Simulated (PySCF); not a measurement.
# Ta³⁷⁺: ionisation energy with spin-orbit coupling

Aim: the ionisation energy of tantalum from differences of total energies, at each level of theory, and how far each lands from the tabulated value where there is one.

The numbers are computed with PySCF 2.14.0 (two-component X2C-1e, generalised determinants), except any that are marked as measured or tabulated.

**1. Starting point**

| Quantity | Value |
| --- | --- |
| Element | tantalum (Z = 73) |
| Basis | an uncontracted even-tempered set (17 s from 4.1 bohr⁻², ratio 2.8; 14 p from 5.4 bohr⁻², ratio 2.8; 8 d from 9.5 bohr⁻², ratio 2.8; 4 f from 27 bohr⁻², ratio 3) |
| Hamiltonian | two-component X2C-1e, Gaussian nucleus, no Breit or QED terms; spin-orbit coupling, run by run: off; screened by Boettger's factors |
| Core shells frozen in the correlated runs | [Ne] (for Ta³⁷⁺) |
| State 1 | Ta³⁷⁺: [Kr] |
| Needed too, but not shown | Ta³⁸⁺ [Ar] 3d10 4s2 4p5 (2P) |
| Methods | GHF, GMP2 |

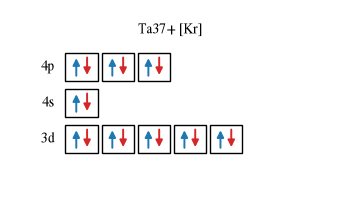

Occupation of the outer shells (arrows by Hund's rule).

All steps ran in one process of a driver on top of PySCF, which takes the settings above as its task.

The integrals over 127 functions and the set-up took 0.76 s of CPU time.

**2. Ta³⁷⁺: the ladder of methods**

GHF (spin-free):

Standard output:

```text
cycle= 1 E= -14781.7876626670  delta_E= -1.48e+04  |FDS-SDF|= 0.0238
cycle= 2 E= -14781.7877663993  delta_E= -0.000104  |FDS-SDF|= 0.0026
cycle= 3 E= -14781.7877691716  delta_E= -2.77e-06  |FDS-SDF|= 0.000163
cycle= 4 E= -14781.7877691850  delta_E= -1.34e-08  |FDS-SDF|= 2.17e-06
```

It used 5 s of CPU time after the integrals (shared host).

Occupied spinors (without spin-orbit coupling the j labels only name the start):

| spinor shell | electrons | mean energy (eV) | weight of the nominal j | rms radius (bohr) |
| --- | --- | --- | --- | --- |
| 1s1/2 | 2 | -69389.7 | 1.000 | 0.0211 |
| 2s1/2 | 2 | -13399.3 | 1.000 | 0.0853 |
| 2p3/2 | 4 | -11945.6 | 0.835 | 0.0776 |
| 2p1/2 | 2 | -11945.6 | 0.671 | 0.0776 |
| 3s1/2 | 2 | -4322.4 | 1.000 | 0.216 |
| 3p1/2 | 2 | -3879.3 | 0.610 | 0.217 |
| 3p3/2 | 4 | -3879.3 | 0.805 | 0.217 |
| 3d5/2 | 6 | -3367.8 | 0.802 | 0.197 |
| 3d3/2 | 4 | -3367.8 | 0.704 | 0.197 |
| 4s1/2 | 2 | -1938.7 | 1.000 | 0.455 |
| 4p1/2 | 2 | -1769.8 | 0.638 | 0.470 |
| 4p3/2 | 4 | -1769.8 | 0.819 | 0.470 |

M_J = 0, ⟨J²⟩ = 0.000, ⟨L²⟩ = 0.000, ⟨S²⟩ = 0.000.

GMP2 (spin-free):

The driver printed no log here.

It used 4.8 s of CPU time after the integrals (shared host).

With 26 electrons correlated and 80 very high virtual spinors dropped, the MP2 correlation energy is -1.10382 hartree. Largest pairs: 3d3/2-3d5/2 -0.1803, 3d5/2-3d5/2 -0.1290, 4p3/2-4p3/2 -0.1002, 4p1/2-4p3/2 -0.0946, 3d5/2-4p3/2 -0.0703.

GHF (screened spin-orbit):

Standard output:

```text
cycle= 1 E= -14799.3027029423  delta_E= -1.48e+04  |FDS-SDF|= 0.324
cycle= 2 E= -14799.3130629160  delta_E= -0.0104  |FDS-SDF|= 0.00677
cycle= 3 E= -14799.3130848671  delta_E= -2.2e-05  |FDS-SDF|= 0.000384
cycle= 4 E= -14799.3130849541  delta_E= -8.7e-08  |FDS-SDF|= 3.32e-05
cycle= 5 E= -14799.3130849549  delta_E= -7.93e-10  |FDS-SDF|= 4.3e-07
```

It used 6 s of CPU time after the integrals (shared host).

The outer occupied spinors:

| spinor shell | electrons | mean energy (eV) | weight of the nominal j | rms radius (bohr) |
| --- | --- | --- | --- | --- |
| 3s1/2 | 2 | -4320.3 | 1.000 | 0.216 |
| 3p1/2 | 2 | -4083.0 | 1.000 | 0.207 |
| 3p3/2 | 4 | -3794.5 | 1.000 | 0.221 |
| 3d3/2 | 4 | -3404.2 | 1.000 | 0.195 |
| 3d5/2 | 6 | -3341.8 | 1.000 | 0.199 |
| 4s1/2 | 2 | -1937.9 | 1.000 | 0.455 |
| 4p1/2 | 2 | -1832.5 | 1.000 | 0.453 |
| 4p3/2 | 4 | -1743.5 | 1.000 | 0.477 |

M_J = 0, ⟨J²⟩ = 0.000, ⟨L²⟩ = 0.076, ⟨S²⟩ = 0.076.

GMP2 (screened spin-orbit):

The driver printed no log here.

CPU time 2.2 s on a shared host, the integrals not counted.

With 26 electrons correlated and 80 very high virtual spinors dropped, the MP2 correlation energy is -1.10427 hartree. Largest pairs: 3d3/2-3d5/2 -0.1810, 3d5/2-3d5/2 -0.1284, 4p3/2-4p3/2 -0.1033, 4p1/2-4p3/2 -0.0924, 3d5/2-4p3/2 -0.0675.

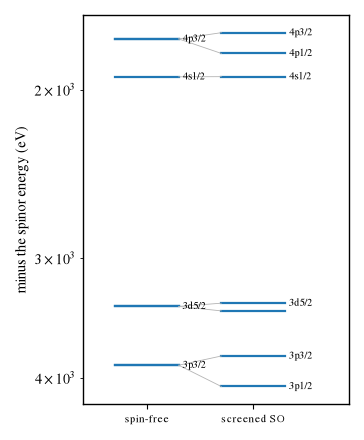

The highest 7 spinor levels of Ta³⁷⁺ on a logarithmic scale, without and with spin-orbit coupling.

**3. Differences of total energies**

Ionisation energy: Ta³⁷⁺ [Kr] → Ta³⁸⁺ [Ar] 3d10 4s2 4p5 [4p1/2^2 4p3/2^3, M_J = 3/2].

| method | value (eV) | less the reference (eV) |
| --- | --- | --- |
| GHF (spin-free) | 1769.0 | +21.0 |
| GMP2 (spin-free) | 1770.4 | +22.4 |
| GHF (screened spin-orbit) | 1742.8 | -5.2 |
| GMP2 (screened spin-orbit) | 1744.2 | -3.8 |

Reference: 1748 ± 4 eV (theoretical estimate listed by NIST; NIST Atomic Spectra Database, ionization energies). For this ion Breit and QED terms and the two-electron picture change, all absent here, are large against electron correlation. The spin-free rows have the spin-orbit operator switched off.

The differences also use runs on Ta³⁸⁺ [Ar] 3d10 4s2 4p5 (2P), which are not shown here.

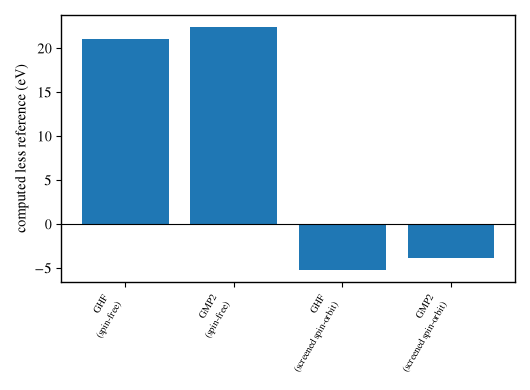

Computed less reference values by method, where the reference is not like for like or is itself uncertain.

**4. What came out**

| quantity | value |
| --- | --- |
| ionisation energy, Ta³⁷⁺ | GHF (spin-free) 1769.0, GMP2 (screened spin-orbit) 1744.2 eV; reference 1748 ± 4 |

What this shows: The methods span 27.604 eV, from GHF (screened spin-orbit) (1742.8) to GMP2 (spin-free) (1770.4). The reference is uncertain or not like for like (spin-orbit coupling or other relativistic terms), so no ranking of close methods is drawn. Spin-orbit coupling moves the difference by -26.202 eV at GMP2. All values hold for this basis alone; no basis-set limit was taken.
